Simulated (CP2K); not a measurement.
Consider 2-trifluoromethylthiazole at its PBE geometry (Å).

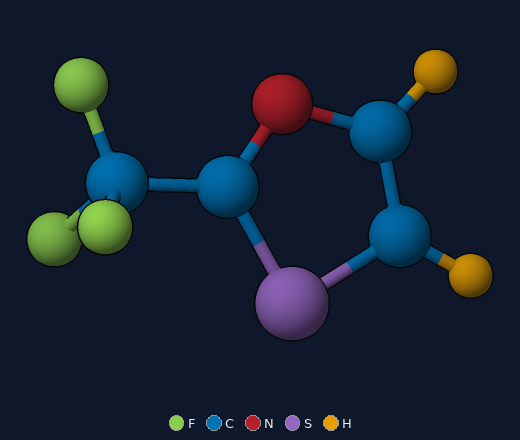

The molecule (fluorine green, carbon blue, nitrogen red, sulfur purple, hydrogen orange).

```xyz
11

F    -2.4130   -1.2998   -0.1109
C    -1.9169   -0.0483    0.1670
F    -2.3234    0.2344    1.4387
F    -2.5020    0.8591   -0.6503
C    -0.4172   -0.0284    0.0468
N     0.2308    0.7851   -0.7481
C     1.5819    0.5767   -0.6382
C     1.9589   -0.4055    0.2491
S     0.5771   -1.1037    0.9804
H     2.2653    1.1759   -1.2355
H     2.9586   -0.7456    0.5011
```

Method: CP2K XAS_TDP, all-electron GAPW, PBEh(45%), aug-cc-pVDZ, TDA, GW2X-corrected core level, ZORA, spin–orbit coupling.

**Question.** Where do the S L₂,₃-edge lines lie, and how strong are they?

Leading lines: S9 167.56 eV. The leading line of an atom is its first one with 35 % of the strongest within 2.5 eV of its lowest line over the strength cut. Core ionisation energies at this level: S9 172.24/172.33/173.40 eV; the 2p½ level lies 1.11 eV above the 2p3/2 pair.

The first six lines of each atom with a strength over 0.0003:

```
              atom  energy (eV)  states  strength, one atom  above the computed threshold
S9 (bonded to 2 C)       167.12       1              0.0004                              
                         167.56       1              0.0021                              
                         167.85       1              0.0018                              
                         168.62       2              0.0017                              
                         168.99       1              0.0045                              
                         169.66       2              0.0008
```

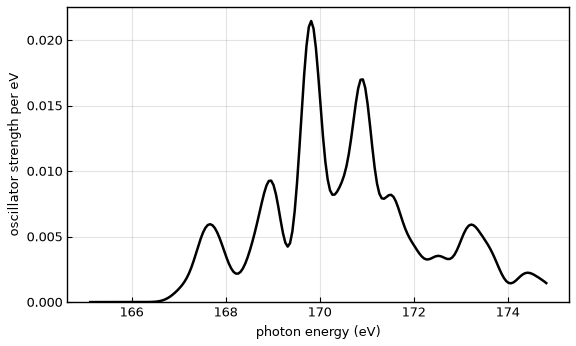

All atoms added, broadened by 0.5 eV.

Lines are vertical, at one geometry, with no vibrational structure. GW2X ionisation energies and lines can be off by 1 to 2 eV either way, and a good line position may hide errors that cancel. Rydberg lines, and the discretised continuum above threshold, depend on the basis and the box.

[Banner, clock and machine lines of the logs are left out without a mark of their own.]

[Logs are printed without paths, hosts, clocks, repeated set-up lines and the standing remarks that a program may print on its own settings, such as how far it seeks lower states.]

[Hosts, paths, dates, database ids (printed as entryN), source tags and the programs' standing remarks are cut or masked in the printed files.]
